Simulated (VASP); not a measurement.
Band structure of Ba (bcc). Calculation: revPBE GGA, VASP's PBE PAW potentials (set 64) (plane waves; VASP 6.6.1).

Unless said otherwise, spin-orbit coupling is left out, though it shifts the bands of the heavy elements here.

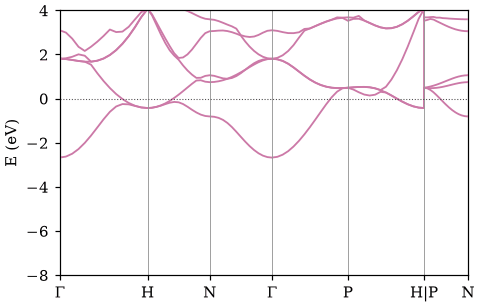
Fig. 1. Bands along high-symmetry lines, zero at the valence-band maximum or, without a gap, the Fermi level

Problem. Read the plot: is there a gap, and where are the band edges?

Solution. It has no gap at this level: it comes out as a metal or semimetal. (Edges off the drawn lines would not show.)

The compound is Ba in the bcc structure. It was relaxed first, which changed the volume by +7 %.
